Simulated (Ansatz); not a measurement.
**BrCl (SMILES ClBr): the energy, rung by rung**

BrCl: 2 atoms, total charge 0, spin state singlet. SMILES: `ClBr`. Geometry: the measured bond length.

```tsv
atom	x (Å)	y (Å)	z (Å)
Cl	0.0000	0.0000	0.0000
Br	0.0000	0.0000	2.1361
```

Each level gives the energy change with the Cl1–Br2 bond stretched from 2.136 to 2.670 Å (eV). The values are calculated.

| level | kind | program | value (eV) | less FCI/STO-3G |
| --- | --- | --- | --- | --- |
| PBE/STO-3G (restricted) | GGA | Ansatz | 0.97 | +0.12 |
| revPBE/STO-3G (restricted) | GGA | Ansatz | 0.89 | +0.04 |
| r2SCAN/STO-3G (restricted) | meta-GGA | Ansatz | 1.06 | +0.21 |
| B3LYP/STO-3G (restricted) | global hybrid | Ansatz | 1.06 | +0.21 |
| CAM-B3LYP/STO-3G (restricted) | range-separated hybrid | Ansatz | 1.35 | +0.50 |
| B2PLYP/STO-3G (restricted) | double hybrid | Ansatz | 1.19 | +0.34 |
| RPA@PBE/STO-3G (restricted) | RPA | Ansatz | 0.61 | -0.24 |
| MP2/STO-3G (restricted) | perturbation theory | Ansatz | 1.34 | +0.49 |
| CCSDT(Q)/STO-3G (restricted) | coupled cluster or CI | Ansatz | 0.85 | 0.00 |
| FCI/STO-3G | exact in the basis | Ansatz | 0.85 | 0.00 |

FCI/STO-3G is exact within its basis and frozen core, so for wave-function methods in that basis the difference is their error; functionals converge differently with the basis, so for them it is only a difference. All-electron rows without a relativistic Hamiltonian named are non-relativistic. The first shape isn't each level's own minimum. The values span 0.61 to 1.35 eV. All rows use very small basis sets, so even the best lies far from the true value. In the correlated wave-function rows the outer d shell of Br is correlated, in sets not made for it.

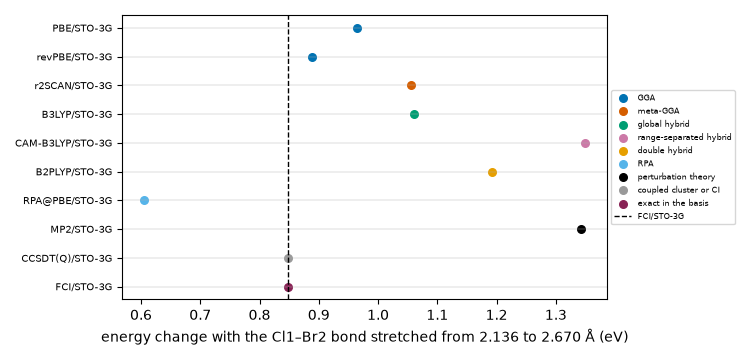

The values of the table, level by level.
